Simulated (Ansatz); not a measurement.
**doublet [TaF5]+ at 6 levels**

Aim: a comparison of 6 runs (U-r2SCAN/def2-SVP, U-revPBE/def2-SVP, UBHLYP/def2-SVP, UPBE/def2-SVP, USVWN5/def2-SVP, UCCSD/def2-SVP) of doublet [TaF5]+. 

The results are computed with Ansatz 0.2.0.

2 further runs of the same task are left out: 2 that didn't finish.

**1. The structure to begin with**

[TaF5]+: 6 atoms, total charge +1, spin state doublet. As SMILES of the parent species, `F[Ta](F)(F)(F)F`. The shape is that of a PBE0-D4/def2-TZVP optimisation. That shape belongs to the parent species and isn't relaxed for this state.

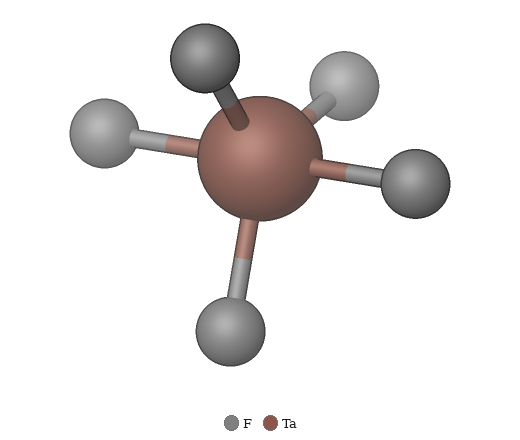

Viewed from a chosen angle; fluorine grey, tantalum brown.

**2. A single-point energy at U-r2SCAN/def2-SVP (core potential) (run 1)**

The input, run.yaml:

```yaml
crystal:
  periodic: [false, false, false]
  atoms:
    - {symbol: F, position_ang: [-1.030170, -1.289830, 0.890600]}
    - {symbol: Ta, position_ang: [0.000080, -0.000050, 0.000020]}
    - {symbol: F, position_ang: [1.542230, -0.861760, 0.535750]}
    - {symbol: F, position_ang: [-0.806180, -0.458120, -1.596180]}
    - {symbol: F, position_ang: [1.030090, 1.290020, -0.890420]}
    - {symbol: F, position_ang: [-0.736030, 1.319740, 1.060250]}
basis:
  gaussian: {orbitals: def2-SVP}
total_charge: 1
magnetization: {spin_polarized: true, initial_magnetization: 1}
hamiltonian: {xc: r2scan}
accuracy: high
output: {orbitals: {seedname: orbitals}}
```

The run is started by

```sh
$ ansatz run run.yaml --threads 1 --pin off --max-ram 3480MiB --events-out events.jsonl --progress --plain --runs-dir runs
```

Standard output:

```text
Warning: RAYON_NUM_THREADS=1 ignored (pool sized by the plan → 1); use --threads N
Functional definition: r2SCAN
  name "r2SCAN"
  parameter k0 = 0.174
  parameter k1 = 0.065
  parameter a1 = 4.9479
  exchange = r2scan_x(k0 = k0, k1 = k1, a1 = a1)
  correlation = r2scan_c
2159 factors; integrals over basis functions are off by at most 1.5e-8 eV
mean field evaluation 1: about -15103.0983 eV, gradient 6.3e1 eV
mean field evaluation 2: about -14955.3772 eV, gradient 2.1e2 eV
mean field evaluation 4: about -15108.7726 eV, gradient 4.3e1 eV
mean field evaluation 8: about -15115.7968 eV, gradient 8.1e0 eV
mean field evaluation 16: about -15116.1001 eV, gradient 3.5e-1 eV
mean field evaluation 32: about -15116.1007 eV, gradient 6.8e-6 eV
mean field evaluation 64: about -15115.0181 eV, gradient 1.2e1 eV
mean field evaluation 96: about -15116.0827 eV, gradient 9.1e-1 eV
mean field evaluation 128: about -15116.1007 eV, gradient 1.6e-8 eV
mean field evaluation 160: about -15115.7114 eV, gradient 8.4e-1 eV
mean field evaluation 192: about -15115.9089 eV, gradient 1.3e0 eV
mean field evaluation 224: about -15115.0180 eV, gradient 1.2e1 eV
mean field evaluation 256: about -15115.6295 eV, gradient 2.8e0 eV
mean field -15116.10089811 eV, -555.5064619445 hartree, gradient 3.7e-8 eV, S^2 0.756364; 18 other end points of the search recorded, 0 dependent functions left out
reference -15116.10090947 eV, -555.5064623618 hartree; 29, 28 occupied and 73, 74 virtual orbitals, 2159 factors
Total energy: -15116.10090947 eV, -555.5064623618 hartree
```

It took 3.6 min on 1 thread of Intel Xeon 6975P-C (Granite Rapids), shared host; peak memory 0.67 GiB.

**3. A single-point energy at U-revPBE/def2-SVP (core potential) (run 2)**

The input, input.yaml:

```yaml
crystal:
  periodic: [false, false, false]
  atoms:
    - {symbol: F, position_ang: [-1.030170, -1.289830, 0.890600]}
    - {symbol: Ta, position_ang: [0.000080, -0.000050, 0.000020]}
    - {symbol: F, position_ang: [1.542230, -0.861760, 0.535750]}
    - {symbol: F, position_ang: [-0.806180, -0.458120, -1.596180]}
    - {symbol: F, position_ang: [1.030090, 1.290020, -0.890420]}
    - {symbol: F, position_ang: [-0.736030, 1.319740, 1.060250]}
basis:
  gaussian: {orbitals: def2-SVP}
output: {orbitals: {seedname: orbitals}}
hamiltonian: {xc: {name: revPBE}}
total_charge: 1
magnetization: {spin_polarized: true, initial_magnetization: 1}
accuracy: high
```

The run is started by

```sh
$ ansatz run input.yaml --threads 1 --pin off --max-ram 3480MiB --events-out events.jsonl --progress --plain --runs-dir runs
```

Standard output:

```text
Warning: RAYON_NUM_THREADS=1 ignored (pool sized by the plan → 1); use --threads N
Functional definition: revPBE
  name "revPBE"
  parameter kappa = 1.245
  parameter beta = 0.06672455060314922
  exchange = pbe_x(kappa = kappa, mu = beta*pi^2/3)
  correlation = pbe_c(beta = beta)
2159 factors; integrals over basis functions are off by at most 1.5e-8 eV
mean field evaluation 1: about -15104.8187 eV, gradient 6.5e1 eV
mean field evaluation 2: about -14926.8160 eV, gradient 2.3e2 eV
mean field evaluation 4: about -15110.8432 eV, gradient 4.5e1 eV
mean field evaluation 8: about -15117.8812 eV, gradient 1.1e1 eV
mean field evaluation 16: about -15118.4047 eV, gradient 1.1e0 eV
mean field evaluation 32: about -15118.3700 eV, gradient 5.4e-1 eV
mean field evaluation 64: about -15118.0301 eV, gradient 2.2e-2 eV
mean field evaluation 96: about -15118.3611 eV, gradient 3.6e0 eV
mean field evaluation 128: about -15118.4179 eV, gradient 1.6e0 eV
mean field -15118.43030283 eV, -555.5920659887 hartree, gradient 2.7e-8 eV, S^2 0.753362; 8 other end points of the search recorded, 0 dependent functions left out
reference -15118.43030981 eV, -555.5920662454 hartree; 29, 28 occupied and 73, 74 virtual orbitals, 2159 factors
Total energy: -15118.43030981 eV, -555.5920662454 hartree
```

Wall time 64 s (1 thread of Intel Xeon 6975P-C (Granite Rapids), shared host); peak memory 0.42 GiB.

Runs 3 to 4 aren't shown in full; the table further down has their settings and results.

**4. A single-point energy at USVWN5/def2-SVP (core potential) (run 5)**

The input, job.yaml:

```yaml
crystal:
  periodic: [false, false, false]
  atoms:
    - symbol: F
      position_ang: [-1.030170, -1.289830, 0.890600]
    - symbol: Ta
      position_ang: [0.000080, -0.000050, 0.000020]
    - symbol: F
      position_ang: [1.542230, -0.861760, 0.535750]
    - symbol: F
      position_ang: [-0.806180, -0.458120, -1.596180]
    - symbol: F
      position_ang: [1.030090, 1.290020, -0.890420]
    - symbol: F
      position_ang: [-0.736030, 1.319740, 1.060250]
basis:
  gaussian:
    orbitals: def2-SVP
magnetization:
  spin_polarized: true
  initial_magnetization: 1
accuracy: high
output: {orbitals: {seedname: orbitals}}
total_charge: 1
hamiltonian:
  xc: {name: SVWN5}
```

The run is started by

```sh
$ ansatz run job.yaml --threads 1 --pin off --max-ram 3480MiB --events-out events.jsonl --progress --plain --runs-dir runs
```

Standard output:

```text
Warning: RAYON_NUM_THREADS=1 ignored (pool sized by the plan → 1); use --threads N
Functional definition: SVWN5
  name "SVWN5"
  exchange = slater_x
  correlation = vwn5_c
2159 factors; integrals over basis functions are off by at most 1.5e-8 eV
mean field evaluation 1: about -15020.0170 eV, gradient 6.4e1 eV
mean field evaluation 2: about -14848.0706 eV, gradient 2.3e2 eV
mean field evaluation 4: about -15025.6702 eV, gradient 4.4e1 eV
mean field evaluation 8: about -15032.2077 eV, gradient 1.2e1 eV
mean field evaluation 16: about -15032.8952 eV, gradient 1.1e-1 eV
mean field evaluation 32: about -15032.5340 eV, gradient 1.4e-1 eV
mean field evaluation 64: about -15032.4869 eV, gradient 7.8e-6 eV
mean field evaluation 96: about -15032.3784 eV, gradient 1.1e1 eV
mean field evaluation 128: about -15032.4858 eV, gradient 1.2e-1 eV
mean field evaluation 160: about -15032.8415 eV, gradient 9.0e-1 eV
mean field evaluation 192: about -15032.3777 eV, gradient 1.1e1 eV
mean field evaluation 224: about -15032.6981 eV, gradient 7.1e0 eV
mean field -15032.89557032 eV, -552.4487225466 hartree, gradient 1.4e-8 eV, S^2 0.752241; 21 other end points of the search recorded, 0 dependent functions left out
reference -15032.89557574 eV, -552.4487227457 hartree; 29, 28 occupied and 73, 74 virtual orbitals, 2159 factors
Total energy: -15032.89557574 eV, -552.4487227457 hartree
```

Run time: 39 s. Hardware: 1 thread of Intel Xeon 6975P-C (Granite Rapids), shared host; peak memory 0.37 GiB.

**5. A single-point energy at UCCSD/def2-SVP (core potential) (run 6)**

The input, in.yaml:

```yaml
crystal:
  periodic: [false, false, false]
  atoms:
    - symbol: F
      position_ang: [-1.030170, -1.289830, 0.890600]
    - symbol: Ta
      position_ang: [0.000080, -0.000050, 0.000020]
    - symbol: F
      position_ang: [1.542230, -0.861760, 0.535750]
    - symbol: F
      position_ang: [-0.806180, -0.458120, -1.596180]
    - symbol: F
      position_ang: [1.030090, 1.290020, -0.890420]
    - symbol: F
      position_ang: [-0.736030, 1.319740, 1.060250]
basis:
  gaussian: {orbitals: def2-SVP}
total_charge: 1
magnetization: {spin_polarized: true, initial_magnetization: 1}
correlation: {method: ccsd, frozen_orbitals: {F: 1, Ta: 0}}
accuracy: high
scf: {omitted_lower_state_checks: [cluster_reference, increment]}
```

The run is started by

```sh
$ ansatz run in.yaml --threads 1 --pin off --max-ram 3480MiB --events-out events.jsonl --progress --plain --runs-dir runs
```

Standard output:

```text
Warning: RAYON_NUM_THREADS=1 ignored (pool sized by the plan → 1); use --threads N
[... 27 lines left out ...]
5 core orbitals not correlated: weight in the atoms' cores, before any rotation towards them, 1.000 or more for the frozen orbitals, at most 0.000 for the correlated occupied ones
[... 101 lines left out ...]
Total energy: -15079.05397298 eV, -554.1450125573 hartree
Checks for a lower state left out: cluster_reference, increment
```

Wall time 11 min (1 thread of Intel Xeon 6975P-C (Granite Rapids), shared host); peak memory 2.3 GiB.

**6. Overview of the runs**

```tsv
run	level	frozen core orbitals	energy (Eh)	HOMO energy (eV)	⟨S²⟩	wall time
1	U-r2SCAN/def2-SVP (core potential)	–	-555.506462	-17.53	0.756	3.6 min
2	U-revPBE/def2-SVP (core potential)	–	-555.592066	-16.88	0.753	64 s
3	UBHLYP/def2-SVP (core potential)	–	-555.303449	-19.94	0.768	89 s
4	UPBE/def2-SVP (core potential)	–	-555.271093	-16.96	0.753	62 s
5	USVWN5/def2-SVP (core potential)	–	-552.448723	-17.24	0.752	39 s
6	UCCSD/def2-SVP (core potential)	5	-554.145013	–	0.754	11 min
```

**7. Results**

| quantity | value |
| --- | --- |
| run 6: total energy | -554.14501 Eh |
| run 6: correlation energy (5 core orbitals frozen) | -1179.3 mEh |
| run 6: ⟨S²⟩ of the reference determinant | 0.754 |
| run 6: T1 diagnostic | 0.038 |

Totals of different functionals can't be ranked against each other. All runs together took 19 min, the longest 11 min.
